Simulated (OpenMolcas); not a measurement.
**SVWN5/ANO-L-VDZ (RICD fitting, time step au 20) run of AlH4OP (SMILES [AlH2][O]P)**

We compute molecular dynamics of AlH4OP. 

The calculation is run with OpenMolcas 26.06.

**1. The structure to begin with**

The species is AlH4OP (7 atoms), typed as a singlet with charge 0. SMILES: `[AlH2][O]P`. The shape comes from GFN2-xTB, which is rough for such elements, and wasn't checked as a minimum. The run starts from this shape.

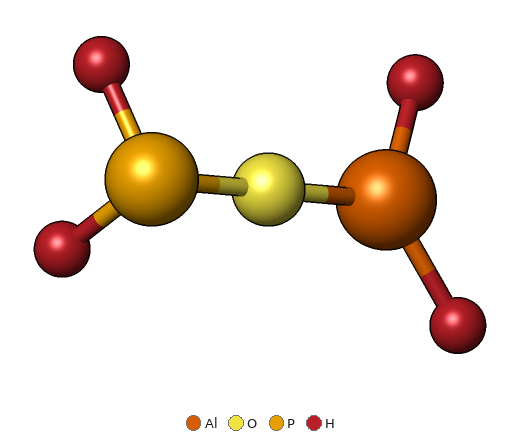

Viewed from a chosen angle; aluminium orange, oxygen yellow, phosphorus amber, hydrogen red.

**2. A short trajectory at SVWN5/ANO-L-VDZ (RICD fitting, time step au 20)**

The input, calc.input:

```
* AlH4OP Kohn-Sham DFT

&GATEWAY
  Coord
  7
  bohr
  Al    -2.33403853     0.63279369    -1.57733550
  O      0.49159335    -0.00727545    -0.35154575
  P      3.33820120    -0.63793375     0.84359264
  H     -3.36601797    -1.05743405    -3.68033611
  H     -3.80700446     2.86622320    -0.47617319
  H      3.10136182     0.94643153     2.96101186
  H      2.57590458    -2.74282409     2.28078605
  Basis=ANO-L-VDZ
  Group=NoSym
  RICD
  aCD
>>> EXPORT MOLCAS_MAXITER=20
>>> Do While

&SEWARD

&SCF
  KSDFT=SVWN5
  PrOrbitals=0

&ALASKA

&DYNAMIX
  VelVer
  DT=20
  Velo=0
  Ther=0
>>> EndDo
```

The run is started by

```
$ export MOLCAS_MEM=1860
$ pymolcas calc.input > calc.log
```

Log:

```text
--- Start Module: gateway ---

                                              &GATEWAY

                       available to each process: 1.9 GB of memory, 1 thread

++    Symmetry information:
      ---------------------

                    Character Table for C1

                             E
                    a        1  x, y, xy, Rz, z, xz, Ry, yz, Rx, I
--

++    Basis set information:
      ----------------------

      Basis set label: AL.ANO-L...4S3P.

      Electronic valence basis set:
      ------------------
      Associated Effective Charge  13.000000 au
      Associated Actual Charge     13.000000 au
      Nuclear Model: Point charge

      Shell  nPrim  nBasis  Cartesian Spherical Contaminant
         s      17       4        X
         p      12       3        X

      Basis set label: O.ANO-L...3S2P.

[... 149 lines left out ...]
      Nuclear repulsion energy =  137.47056567
[... 90 lines left out ...]
 *                                                       Final Results                                                       *
[... 309 lines left out ...]
     Final Energy at time     40.0
[... 146 lines left out ...]
     Total Energy        -6.585035992386E+02 a.u.
[... 207 lines left out ...]
     Final Energy at time    140.0
[... 146 lines left out ...]
     Total Energy        -6.585036185766E+02 a.u.
[... 207 lines left out ...]
     Final Energy at time    240.0
[... 146 lines left out ...]
     Total Energy        -6.585035730179E+02 a.u.
[... 207 lines left out ...]
     Final Energy at time    340.0
[... 146 lines left out ...]
     Total Energy        -6.585035667339E+02 a.u.
[... 34 lines left out ...]
--- Stop Module: dynamix /rc=_RC_ALL_IS_WELL_ ---

>>> END DO

.##################.
.# Happy landing! #.
.##################.

    Timing: Wall=182.01 User=157.43 System=17.39
```

It took 3 min on 1 thread of Arm Neoverse N1, shared host; peak memory 0.25 GiB.

Steps, from the record of the run:

| step | potential energy change (eV) |
| --- | --- |
| 0 | 0.0000 |
| 1 | -0.0102 |
| 2 | -0.0389 |
| 3 | -0.0807 |
| 4 | -0.1282 |
| 5 | -0.1737 |
| 6 | -0.2105 |
| 7 | -0.2343 |
| 8 | -0.2430 |
| 9 | -0.2370 |
| 10 | -0.2187 |
| 11 | -0.1915 |
| 12 | -0.1595 |
| 13 | -0.1268 |
| 14 | -0.0974 |
| 15 | -0.0743 |
| 16 | -0.0601 |
| 17 | -0.0562 |
| 18 | -0.0633 |
| 19 | -0.0810 |

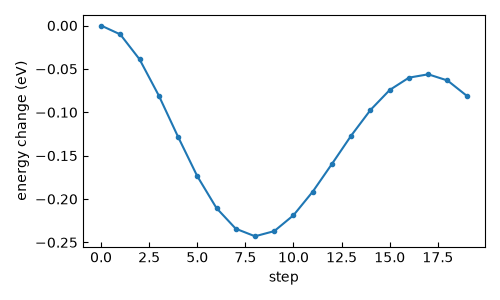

Energy along the run.

**3. Summary of results**

At SVWN5/ANO-L-VDZ (RICD fitting, time step au 20):

| quantity | value |
| --- | --- |
| potential energy of the last frame | -658.50652 Eh |
